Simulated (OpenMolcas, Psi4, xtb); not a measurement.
# How methods differ on InSi2H7 (SMILES [SiH3][SiH2][InH2])

The species is InSi2H7 (10 atoms), meant as a singlet with charge 0. As SMILES, `[SiH3][SiH2][InH2]`. The shape is that of a PBE0-D4/def2-TZVP optimisation.

```xyz
10

Si   -1.4509    0.7323   -0.8216
Si    0.0231   -0.9827   -0.2224
In    1.8848   -0.0627    1.2931
H    -2.5411    0.2487   -1.7115
H    -0.7077    1.8121   -1.5275
H    -2.0657    1.3205    0.4005
H    -0.7613   -2.0569    0.4518
H     0.5887   -1.5579   -1.4773
H     1.7614   -0.1609    3.0139
H     3.2688    0.7075    0.6011
```

Quantity: the dipole moment, in D. The values are calculated.

```tsv
level	kind	program	value (D)
GFN2-xTB	semi-empirical	xtb	1.98
GFN0-xTB	semi-empirical	xtb	2.73
HF/def2-SVP (core potential)	Hartree–Fock	OpenMolcas	0.37
SVWN5/def2-SVP (core potential)	LDA	OpenMolcas	0.19
revPBE/def2-SVP (core potential)	GGA	OpenMolcas	0.25
M06-L/def2-SVP (core potential)	meta-GGA	OpenMolcas	0.39
r2SCAN/def2-SVP (core potential)	meta-GGA	OpenMolcas	0.27
BHLYP/def2-SVP (core potential)	global hybrid	OpenMolcas	0.31
CAM-B3LYP/def2-SVP (density fitting, core potential)	range-separated hybrid	Psi4	0.29
```

The values span 0.19 to 2.73 D. Magnitudes only.

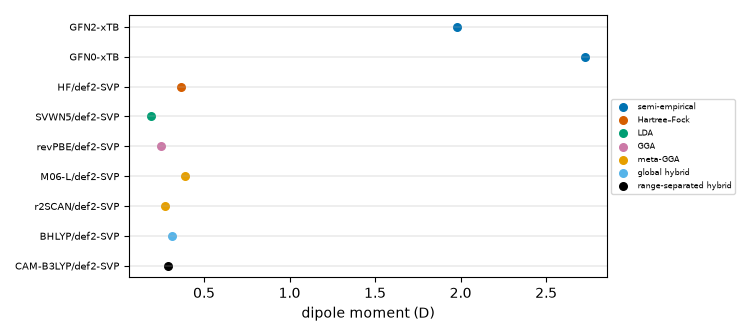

The values of the table, level by level.
